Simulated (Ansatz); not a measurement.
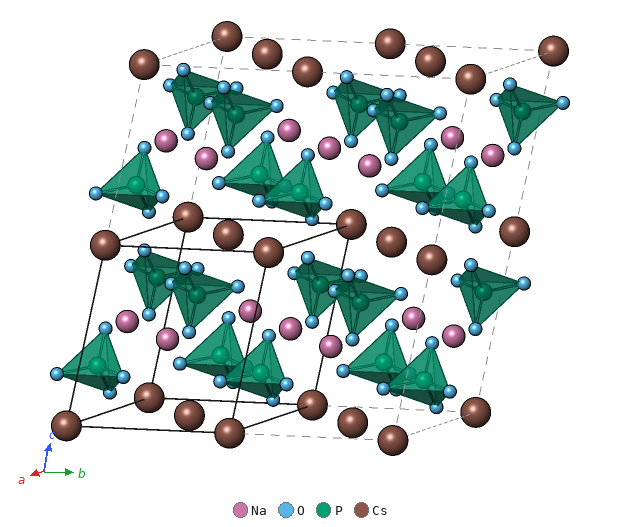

Polyhedra are drawn about P (bonds: O–P below 1.9 Å); other atoms are plain spheres.

CsNaP₂O₈ (space group C2/m, No. 12). Coordinates: the end point of a relaxation (final pressure about 5 GPa) with DFT, PAW plane waves, pbe in Ansatz 0.2.0; the starting structure was generated, so it need not be a known form of this composition.

Sharing among the drawn polyhedra:

```json
{"site": "P", "polyhedron": "PO4 tetrahedron", "corner-sharing neighbours": "0", "edge-sharing": "0", "face-sharing": "0", "bond (Å)": "1.51–1.73"}
```

The tetrahedra are isolated from each other. Their corner atoms also have Cs and Na as close neighbours (those links are not drawn).
